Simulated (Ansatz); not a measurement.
Input

```
crystal:
  periodic: [false, false, false]
  atoms:
    - { symbol: B, position_ang: [0.0, 0.0, 0.0] }
    - { symbol: H, position_ang: [0.0, 0.0, 1.19] }
    - { symbol: O, position_ang: [1.2211, 0.0, -0.705] }
    - { symbol: H, position_ang: [1.5209, -0.9519, -0.8599] }
    - { symbol: O, position_ang: [-1.2211, 0.0, -0.705] }
    - { symbol: H, position_ang: [-1.7308, -0.8467, -0.4965] }
basis:
  gaussian: { orbitals: def2-SVP }
hamiltonian:
  xc: lda
relax:
  f_tol: 0.02
  max_steps: 40
output:
  orbitals: {}
```

Command:

```sh
ansatz run input.yaml --threads 1 --pin off --max-ram 2048MiB --backend cpu --events-out ev --progress --plain --runs-dir out
```

The fields are those of the run's last geometry, not of the input's.

These are results of RKS LDA/def2-SVP (Ansatz 0.2.0), not measurements.

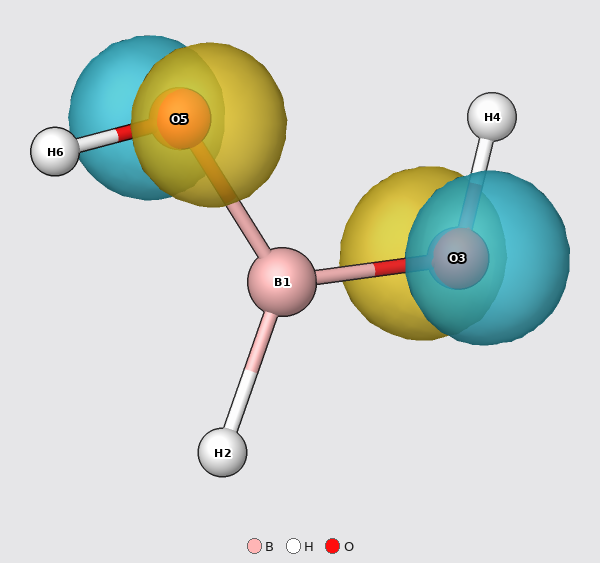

BH$_{3}$O$_{2}$. The HOMO at ±0.3 Å⁻³ᐟ² (yellow and cyan are the two phases), seen at a tilt.

What is the character of this orbital?

Answer. By Hirshfeld shares it lies mainly on O3 (about 50 %) and O5 (about 40 %); it changes sign across the molecular plane (π type). Its energy is −7.56 eV.
